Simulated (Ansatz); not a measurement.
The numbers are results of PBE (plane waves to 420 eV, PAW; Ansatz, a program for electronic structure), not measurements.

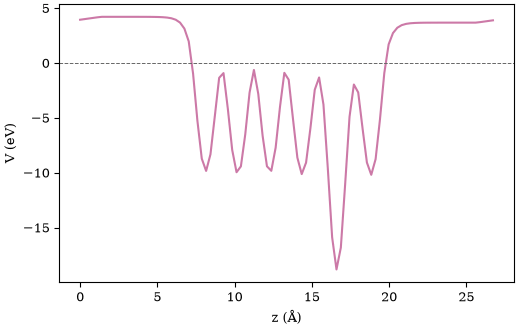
Figure: Plane-averaged electrostatic potential energy along the normal, in eV from the Fermi level, for a constructed model of the (100) surface of fcc Ag, a layer of Zr in place of the second plane (bottom of the slab: a bare face, its two planes held)

Set-up: 6 atoms, 10.7 Å thick at the start; mesh 13x13x1; 0.1 eV smearing; dipole correction on; 2 atoms held, the rest relaxed; held to the start's symmetry, so lower structures may exist; no spin, no spin-orbit, no U. It is one candidate, not shown to be the stable structure of the face.

The vacuum level lies 3.68 eV above the Fermi level over the top face and 4.21 eV above it under the bottom face.
